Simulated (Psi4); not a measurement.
# P4 (SMILES P12P3P1P23): wB97X/def2-SVPD

What is the vertical ionisation energy of P4 at wB97X/def2-SVPD? 

The results are computed with Psi4 1.11.

9 further runs of the same task are left out: 9 that didn't finish.

### Step 1. The molecule

P4 has 4 atoms, charge 0, and is taken as a singlet. As SMILES, `P12P3P1P23`. Geometry: relaxed at PBE0-D4/def2-TZVP.

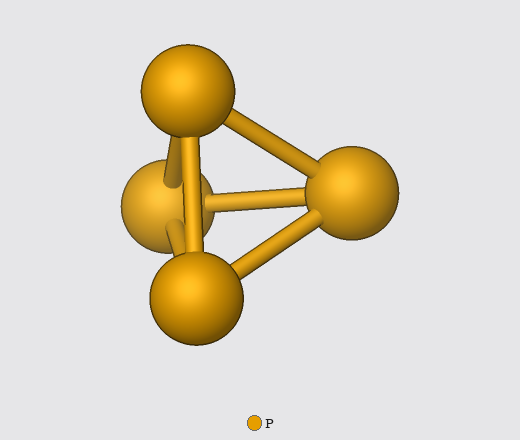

The structure, seen from a chosen angle (phosphorus amber).

### Step 2. Energy and forces at wB97X/def2-SVPD

Contents of job.inp:

```
memory 1600 MB

molecule molecule1 {
  P     -0.724800    -0.100000     1.119400
  P      1.294900     0.109800     0.315700
  P     -0.185000    -1.091700    -0.749800
  P     -0.385100     1.081900    -0.685200
  units angstrom
  symmetry c1
}

set {
  basis def2-SVPD
  puream true
  e_convergence 1e-09
  d_convergence 1e-08
  scf_type pk
  dft_radial_points 99
  dft_spherical_points 590
}

e, wfn = gradient('wb97x', return_wfn=True)
oeprop(wfn, 'LOWDIN_CHARGES', 'MULLIKEN_CHARGES', 'DIPOLE')
```

Launch:

```
$ psi4 job.inp job.out -n 1
```

job.out, shortened:

```text
[...]
  Running in c1 symmetry.
[...]
  Nuclear repulsion =  327.132424195368571
[...]
  Multiplicity = 1
[...]
  Nalpha       = 30
  Nbeta        = 30
[...]
    Number of basis functions: 96
[...]
   @RKS iter   1: -1364.99940523996042    2.57746e-02   1.64708e-03 ADIIS/DIIS
[...]
   @RKS iter   9: -1365.01359157558068   -1.74623e-10   9.22383e-09 DIIS
[...]
    Orbital Energies [Eh]
    ---------------------
    Doubly Occupied:
       1A    -77.080018     2A    -77.079988     3A    -77.079983
       4A    -77.079972     5A     -6.681000     6A     -6.680881
       7A     -6.680876     8A     -6.680868     9A     -4.844627
      10A     -4.844142    11A     -4.844137    12A     -4.844128
      13A     -4.842975    14A     -4.842974    15A     -4.842935
      16A     -4.842930    17A     -4.842929    18A     -4.842823
      19A     -4.842819    20A     -4.842817    21A     -0.962261
      22A     -0.667014    23A     -0.667001    24A     -0.667000
      25A     -0.454274    26A     -0.390987    27A     -0.390973
      28A     -0.390972    29A     -0.361064    30A     -0.361061
[...]
  @RKS Final Energy: -1365.01359157558068
   => Energetics <=
    Nuclear Repulsion Energy =            327.1324241953685714
    One-Electron Energy =               -2539.1947232951665683
    Two-Electron Energy =                 917.7124271023741358
    DFT Exchange-Correlation Energy =     -70.6637195781568010
    Empirical Dispersion Energy =           0.0000000000000000
    VV10 Nonlocal Energy =                  0.0000000000000000
    Total Energy =                      -1365.0135915755809037
[...]
  -Total Gradient:
     Atom            X                  Y                   Z
    ------   -----------------  -----------------  -----------------
       1       -0.000675124385    -0.000092448193     0.001019989848
       2        0.001236765851     0.000098758664     0.000294700718
       3       -0.000176190072    -0.001017660914    -0.000704880501
       4       -0.000363486055     0.000967818802    -0.000620973173
[...]
 Multipole Moments:
 ------------------------------------------------------------------------------------
     Multipole            Electronic (a.u.)      Nuclear  (a.u.)        Total (a.u.)
 ------------------------------------------------------------------------------------
 L = 1.  Multiply by 2.5417464519 to convert [e a0] to [Debye]
 Dipole X            :         -0.0000353           -0.0000000           -0.0000353
 Dipole Y            :          0.0000370           -0.0000000            0.0000370
 Dipole Z            :          0.0000219            0.0000000            0.0000219
 Magnitude           :                                                    0.0000556
[...]
  Mulliken Charges: (a.u.)
   Center  Symbol    Alpha    Beta     Spin     Total
       1     P     7.49998  7.49998  0.00000  0.00004
       2     P     7.50000  7.50000  0.00000 -0.00000
       3     P     7.50007  7.50007  0.00000 -0.00013
       4     P     7.49995  7.49995  0.00000  0.00010
   Total alpha = 30.00000, Total beta = 30.00000, Total charge = -0.00000
  Lowdin Charges: (a.u.)
   Center  Symbol    Alpha    Beta     Spin     Total
       1     P     7.50000  7.50000  0.00000  0.00001
       2     P     7.49998  7.49998  0.00000  0.00004
[...]
```

Wall time 59 s (1 thread of Intel Xeon at 2.50GHz (Skylake/Cascade Lake), shared host); peak memory 0.71 GiB.

### Step 3. The doublet cation

Contents of p4.dat:

```
memory 1.6 GB

molecule geom {
  1 2
  P     -1.36967350    -0.18897261     2.11535942
  P      2.44700636     0.20749193     0.59658654
  P     -0.34959933    -2.06301401    -1.41691665
  P     -0.72773353     2.04449469    -1.29484034
  units bohr
  symmetry c1
}

set basis def2-SVPD
set reference uks
set puream true
set e_convergence 1e-09
set d_convergence 1e-08
set scf_type pk
set dft_radial_points 99
set dft_spherical_points 590
set maxiter 100

E, wfn = gradient("wb97x", return_wfn=True)
oeprop(wfn, "WIBERG_LOWDIN_INDICES", "QUADRUPOLE", "DIPOLE", title="WB97X")
print_variables()
```

Launch:

```
$ psi4 -n 1 p4.dat p4.out
```

p4.out, shortened:

```text
[...]
  Running in c1 symmetry.
[...]
  Nuclear repulsion =  327.132424419381664
[...]
  Multiplicity = 2
[...]
  Nalpha       = 30
  Nbeta        = 29
[...]
    Number of basis functions: 96
[...]
   @UKS iter   1: -1364.61588169225570    4.09298e-01   2.35526e-03 ADIIS/DIIS
[...]
   @UKS iter  15: -1364.65514660066219   -6.82121e-12   9.95092e-09 DIIS
[...]
   @S^2 Observed:                7.571604031E-01
[...]
  @UKS Final Energy: -1364.65514660066219
   => Energetics <=
    Nuclear Repulsion Energy =            327.1324244193816639
    One-Electron Energy =               -2525.0903249467892238
    Two-Electron Energy =                 903.8311095654285054
    DFT Exchange-Correlation Energy =     -70.5283556386829389
    Empirical Dispersion Energy =           0.0000000000000000
    VV10 Nonlocal Energy =                  0.0000000000000000
    Total Energy =                      -1364.6551466006621922
[...]
  -Total Gradient:
     Atom            X                  Y                   Z
    ------   -----------------  -----------------  -----------------
       1       -0.001054942952    -0.034510849284    -0.024587460086
       2       -0.016219349937     0.034213369396    -0.018999118851
       3       -0.024140281036     0.001516432431     0.034792173822
       4        0.041440652217    -0.001258970559     0.008785580912
[...]
 Multipole Moments:
 ------------------------------------------------------------------------------------
     Multipole            Electronic (a.u.)      Nuclear  (a.u.)        Total (a.u.)
 ------------------------------------------------------------------------------------
 L = 1.  Multiply by 2.5417464519 to convert [e a0] to [Debye]
 Dipole X            :          0.0000040           -0.0000000            0.0000040
 Dipole Y            :          0.0000820            0.0000000            0.0000820
 Dipole Z            :          0.0000362           -0.0000000            0.0000362
 Magnitude           :                                                    0.0000897
 L = 2.  Multiply by 1.3450342976 to convert [e a0^2] to [Debye ang]
 Quadrupole XX       :       -158.8947135          127.7349211          -31.1597924
 Quadrupole XY       :          0.7489552           -0.0008126            0.7481426
[...]
```

Run time: 95 s. Hardware: 1 thread of Intel Xeon at 2.50GHz (Skylake/Cascade Lake), shared host; peak memory 0.71 GiB.

### Step 4. Outcome

At wB97X/def2-SVPD:

```
                                          quantity           value
                          singlet P4: total energy  -1365.01359 Eh
                         singlet P4: dipole moment          0.00 D
                           singlet P4: HOMO energy        -9.82 eV
                           singlet P4: LUMO energy         1.32 eV
                         singlet P4: HOMO–LUMO gap        11.14 eV
              singlet P4: largest force on an atom      0.066 eV/Å
                      doublet cation: total energy  -1364.65515 Eh
doublet cation: HOMO energy (highest over α and β)       -15.76 eV
 doublet cation: LUMO energy (lowest over α and β)        -9.70 eV
                              doublet cation: ⟨S²⟩           0.757
          doublet cation: largest force on an atom      2.180 eV/Å
vertical ionisation energy (to the doublet cation)        9.754 eV
```

In words: Removing an electron at fixed nuclei costs 9.75 eV (941 kJ/mol). The negative HOMO energy of the first species, 9.82 eV, lies 0.07 eV above that difference.
